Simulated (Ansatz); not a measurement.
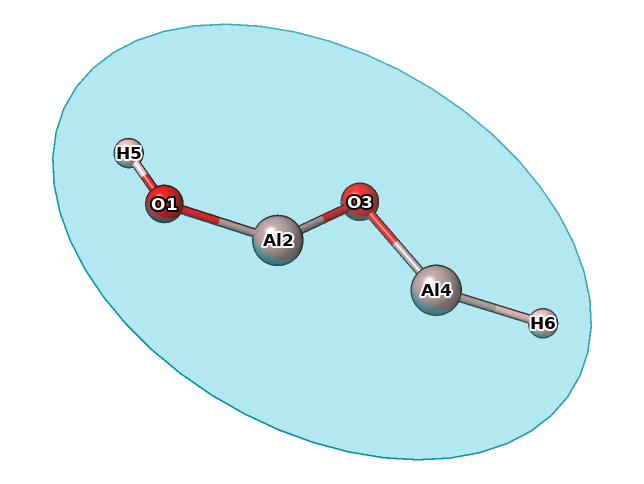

A disc through the centre of mass is drawn in. Atoms fade into the background with distance from the viewer. The computed structure is the end point of a PBE0-D4/def2-TZVP optimisation. No frequency run is at hand to confirm it as a minimum.

Q: Is the plane of the disc a mirror plane of the structure?

A: Yes. The reflection leaves O1, Al2, O3, Al4, H5, H6 in place. The point group is Cs.
